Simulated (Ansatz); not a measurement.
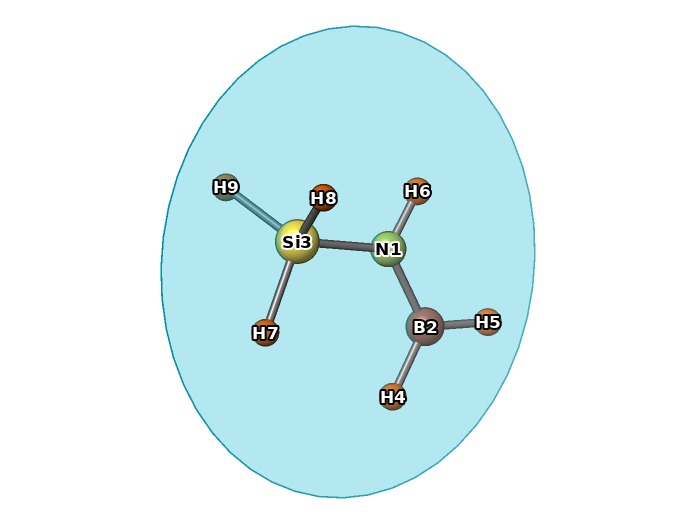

A disc through the centre of mass is drawn in. Distant atoms are faded towards the background colour. Computed geometry: PBE0-D4/def2-TZVP optimisation. No frequency run is at hand to confirm it as a minimum.

> Is the plane of the disc a mirror plane of the structure?

Yes. The reflection leaves N1, B2, Si3, H4, H5, H6, H7 in place and moves H8 ↔ H9. The point group is Cs.
